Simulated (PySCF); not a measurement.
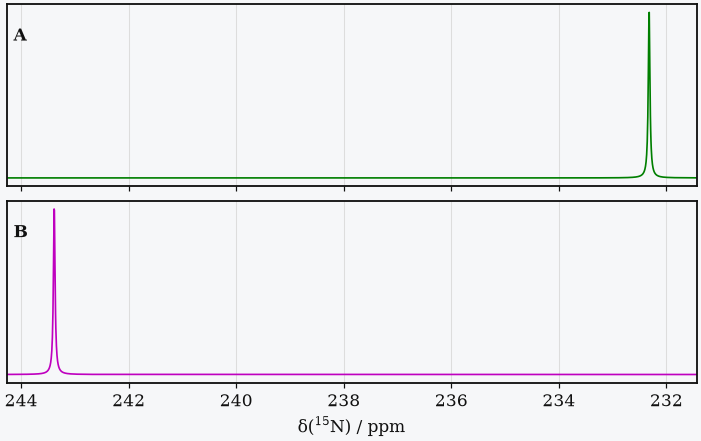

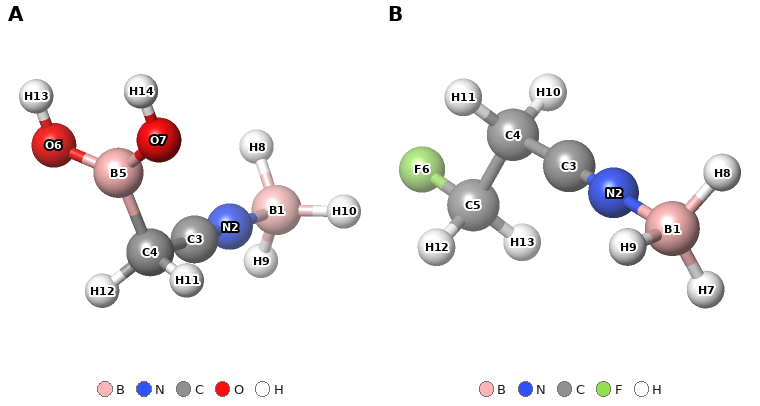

Related molecules: A is C₂H₇B₂NO₂, SMILES [BH3-][N+]#CCB(O)O; B is C₃H₇BFN, SMILES [BH3-][N+]#CCCF. GIAO ¹⁵N shifts against NH₃ (¹⁵N: a single molecule, while the usual scales start at liquid NH₃ or nitromethane; multiply bonded nitrogen can come out tens of ppm too deshielded), PBE0/pcSseg-1, PySCF, at a PBE0-D3(BJ)/def2-SVP geometry (no frequency check); fully decoupled, line heights follow the number of nuclei within a panel, widths are arbitrary (no quadrupolar broadening); values of one conformer, averaged over methyl-type rotors and exact or near symmetry; other conformers aren't averaged in.

**How does the ¹⁵N shift respond?**

From A (232.3 ppm) to B (243.4 ppm) the nucleus is deshielded by 11.1 ppm.
